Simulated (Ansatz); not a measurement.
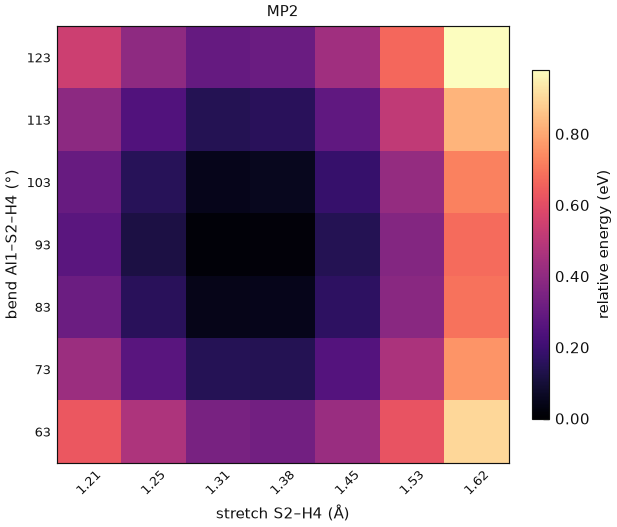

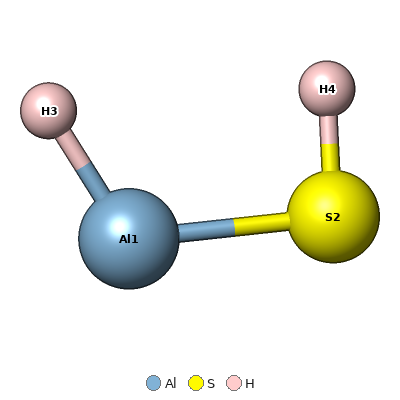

Energy landscape of AlH₂S, SMILES [AlH][SH], doublet over the stretch S2–H4 and the bend Al1–S2–H4. Method named on the plot, def2-TZVPP, the Ansatz code, cores frozen in correlated methods. A stretch and then a bend are set rigidly from the minimum (PBE0-D4/def2-TZVP); energies less that of the minimum; in a bend the first-named atom and what hangs on it turn. The map is drawn from 7 × 7 computed points.

Question: Which computed point is the lowest, and which the highest?

Answer: Lowest at 1.31 Å and 93° (0.01 eV), highest at 1.62 Å and 123° (0.98 eV).

Question: Give the energies on the grid.

Answer: In eV; across: stretch S2–H4 (Å), down: bend Al1–S2–H4 (°).
```tsv
	1.21	1.25	1.31	1.38	1.45	1.53	1.62
63	0.63	0.47	0.34	0.33	0.42	0.62	0.90
73	0.43	0.27	0.15	0.14	0.25	0.46	0.76
83	0.31	0.16	0.04	0.05	0.16	0.38	0.69
93	0.27	0.12	0.01	0.02	0.14	0.37	0.68
103	0.30	0.15	0.05	0.06	0.18	0.41	0.72
113	0.39	0.25	0.14	0.16	0.28	0.51	0.83
123	0.54	0.40	0.30	0.31	0.44	0.67	0.98
```
